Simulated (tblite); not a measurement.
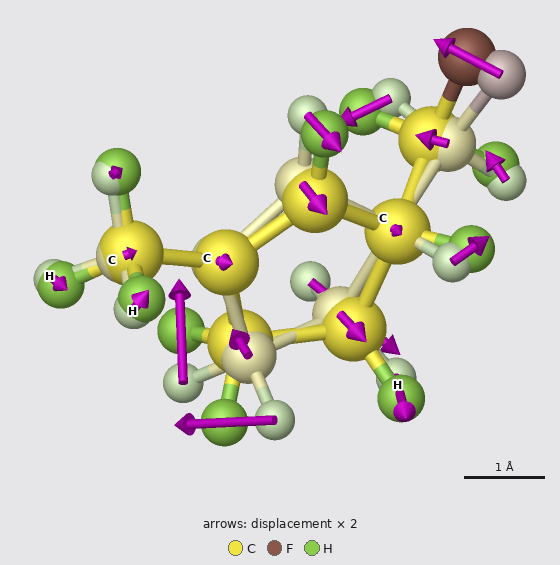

A relaxation of C$_{7}$H$_{11}$F (charge +1, multiplicity 2). The starting structure is drawn faded, the final one solid; purple arrows show the displacements, magnified 2 times. The two geometries are superimposed by the best rigid fit.

Style: ball-and-stick. Shown at a tilt.

These are results of GFN2-xTB geometry optimisation, gas phase in tblite 0.8.0, not measurements. 

### Which element moves most?

Hydrogen: up to 0.79 Å, against 0.50 Å for fluorine.

### What did the optimiser do to the structure, and how much energy did it gain?

After 86 geometry steps the energy has fallen by 0.328 eV. The atom that moves furthest after the best rigid fit is an H atom (0.79 Å). By element the largest moves are H 0.79 Å, F 0.50 Å, C 0.30 Å. Some distances before and after: C–C 1.432 → 1.376 Å, C–C 1.515 → 1.467 Å, C–C 1.523 → 1.562 Å, C–C 1.495 → 1.463 Å. Among the angles between lasting bonds that change: H–C–H 110.0° → 104.0°, C–C–H 108.7° → 103.1°, C–C–C 108.2° → 112.2°. Cost: 0.83 s on 1 thread of Arm Neoverse N1, on a shared host.
